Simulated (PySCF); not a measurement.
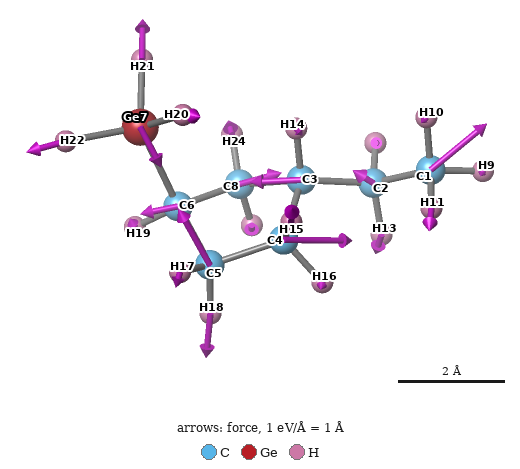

Starting geometry of C7H16Ge with the computed forces as purple arrows. The picture is a ball-and-stick view, seen at a tilt.

The start comes from GFN2-xTB. Its atoms were then displaced at random by about 0.01 Å.

Level of theory: PBE0-D3(BJ)/def2-SVP geometry optimisation, gas phase in PySCF. 

Q: What follows when this structure is relaxed?

A: It isn't relaxed: the largest force vector, on a C atom, is 1.61 eV/Å. The final displacements have little in common with the starting forces (cosine between the two patterns 0.11). An H atom moves most after the best rigid fit: 0.47 Å. By element the largest moves are H 0.47 Å, C 0.11 Å, Ge 0.10 Å. Among the contacts that change: Ge–H 1.492 → 1.543 Å, C–C 1.510 → 1.543 Å, Ge–H 1.513 → 1.543 Å, C–C 1.491 → 1.521 Å. Bond angles that change, for instance: C–C–H 107.5° → 110.6°, H–C–H 108.5° → 105.9°, Ge–C–H 108.1° → 105.6°. After 10 geometry steps the energy has fallen by 0.196 eV.
